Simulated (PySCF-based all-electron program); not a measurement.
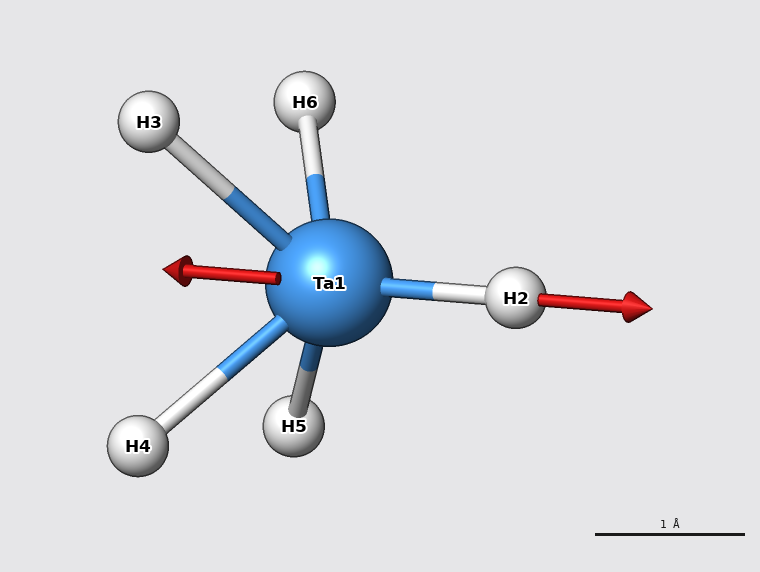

Arrows show the forces on the atoms, 0.1 Å of arrow for 1 eV/Å; forces under a tenth of the largest aren't drawn. The species is neutral and a spin singlet. Level of theory: PBE, all-electron, scalar-relativistic (Koelling-Harmon), large uncontracted Gaussian sets (PySCF-based all-electron program).

> Which bond do the forces act along most?

Ta1–H2, now 1.427 Å: the forces push its atoms apart, so a first step downhill lengthens it.

List the force components in the frame of the picture (x right, y up, z towards the viewer), in eV/Å.

| atom | Fx | Fy | Fz |
| --- | --- | --- | --- |
| Ta1 | −7.82 | 0.63 | −4.22 |
| H2 | 7.58 | −0.61 | 4.09 |
| H3 | 0.05 | 0.03 | 0.07 |
| H4 | 0.04 | −0.04 | 0.06 |
| H5 | 0.08 | −0.04 | 0.00 |
| H6 | 0.08 | 0.03 | 0.01 |
